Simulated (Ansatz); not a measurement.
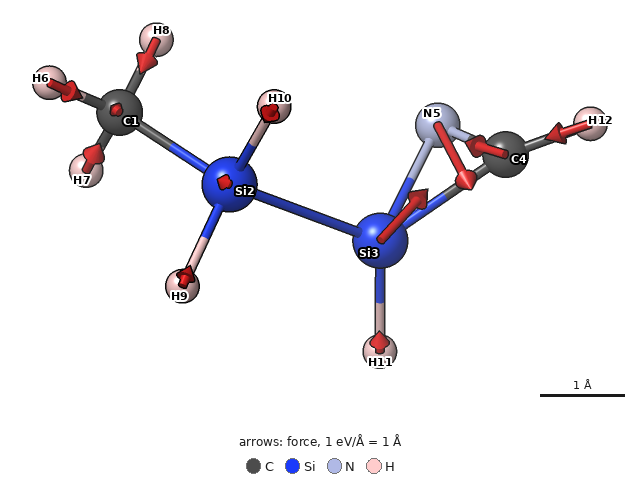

Starting geometry of C₂H₇NSi₂ with the computed forces as red arrows. A ball-and-stick model, seen at a tilt.

The start comes from PBE-D4/def2-SVP.

Computed with RKS PBE0-D4/def2-TZVP (Ansatz 0.2.0). Settings: force threshold 0.005 eV/Å; at most 150 steps.

**Is this structure relaxed? If not, where do the atoms go?**

It isn't relaxed: the largest force vector, on N5, is 1.44 eV/Å. The final displacements have little in common with the starting forces (cosine between the two patterns 0.13). The largest moves after the best rigid fit, 0.50 Å, are those of H11 and H12. Largest moves by element: H 0.50 Å, N 0.37 Å, C 0.26 Å, Si 0.24 Å. Among the contacts that change: Si3–N5 1.886 → 1.823 Å, Si3–C4 1.828 → 1.795 Å, C1–Si2 1.894 → 1.875 Å, Si2–H10 1.507 → 1.488 Å. Bond angles that change, for instance: Si2–Si3–N5 113.2° → 117.2°, Si3–C4–H12 156.6° → 159.4°. Groups turn about Si2–Si3 by about 25°. After 19 accepted moves (20 points after the start) the energy has fallen by 7.77 kJ/mol. The largest force component goes from 1.3 to 0.0045 eV/Å. The line search rejected the trial step at point 13 of the run.
